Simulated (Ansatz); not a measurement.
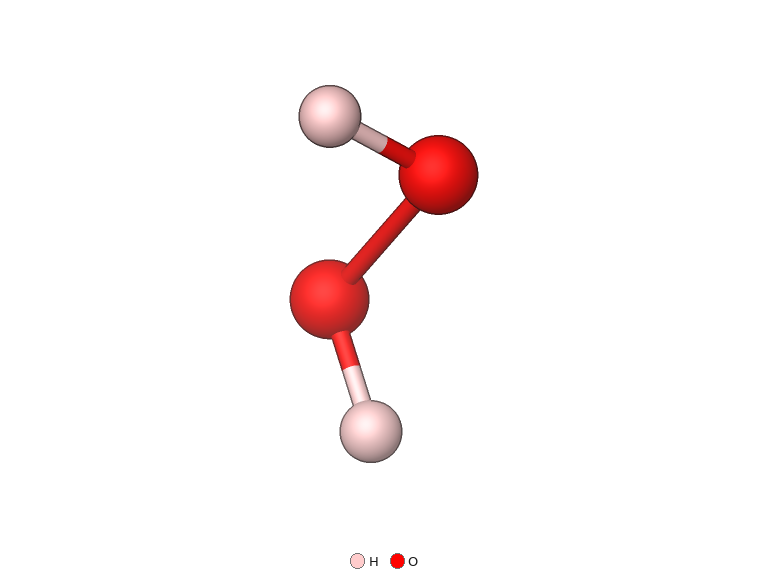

Every bond is drawn as one stick, whatever its order.

The geometry was computed by an optimisation with PBE0-D4/def2-TZVP.

What is the molecular formula?

H₂O₂, 4 atoms: 2 hydrogen and 2 oxygen.

Which point group does it belong to?

C2.

More results for the same structure follow; atom numbers are the same in all pictures, views and colours differ.

**Shape**

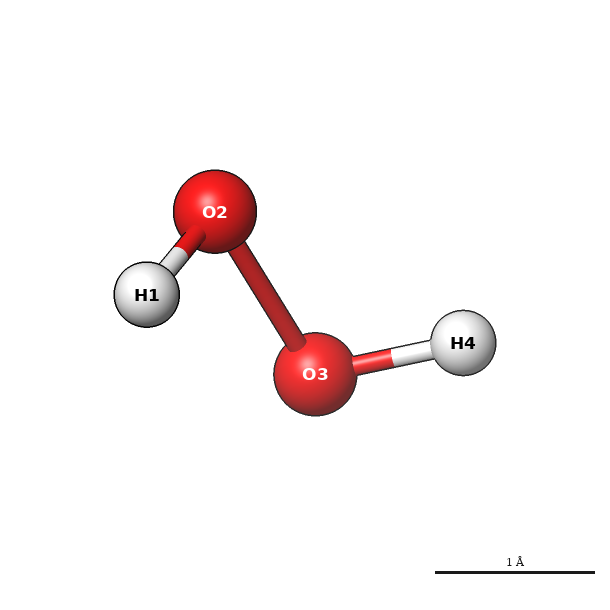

What is the geometry at O2?

O2 has 2 neighbours (H1 at 0.96, O3 at 1.43 Å); the arrangement is bent.

**Vibrations**

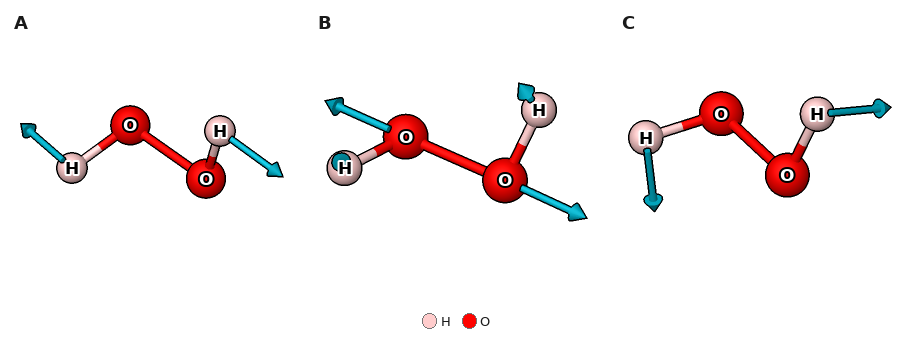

3 normal modes of one molecule or complex, as arrows. Harmonic vibrations computed with RKS PBE0-D4/def2-TZVP (Ansatz 0.2.0) at a stationary point of the same level.

Match the panels to the wavenumbers 394 cm⁻¹, 1007 cm⁻¹, 1464 cm⁻¹.

A: 1464 cm⁻¹, H–O–O bending
B: 1007 cm⁻¹, O–O stretching
C: 394 cm⁻¹, a torsion or out-of-plane motion in which bond lengths and bond angles hardly change

**Thermal motion**

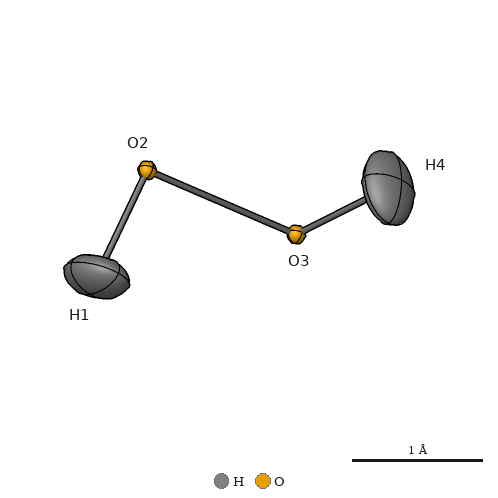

Displacement ellipsoids at the 50 % level, enlarged 1.5 times, from the internal vibrations of the free molecule (harmonic, no overall translation or rotation; no half-axis is drawn under 0.075 Å). Vibrations computed with RKS PBE0-D4/def2-TZVP (Ansatz 0.2.0). Temperature: 100 K.

Which atom has the largest mean-square displacement?

H1, H4, with U_eq = 0.0116 Å².

Does H1 move more along its bond or across it?

Across it: the root-mean-square amplitude is 0.065 Å along the bond and up to 0.141 Å across, since bending and torsion are softer than stretching.

List U_eq and the three principal root-mean-square amplitudes for each kind of atom.

| atom | U_eq (Å²) | rms amplitudes (Å) |
| --- | --- | --- |
| H1, H4 | 0.0116 | 0.064, 0.104, 0.141 |
| O2, O3 | 0.00023 | 0.007, 0.011, 0.023 |

**Charges**

The questions are on Mulliken charges. Properties computed with RKS PBE0-D4/def2-TZVP (Ansatz 0.2.0).

List the Mulliken charges.

| atom | value (e) |
| --- | --- |
| H1 | 0.33 |
| O2 | −0.33 |
| O3 | −0.33 |
| H4 | 0.33 |

Mulliken values depend strongly on the basis set and can even reverse the polarity of a bond.
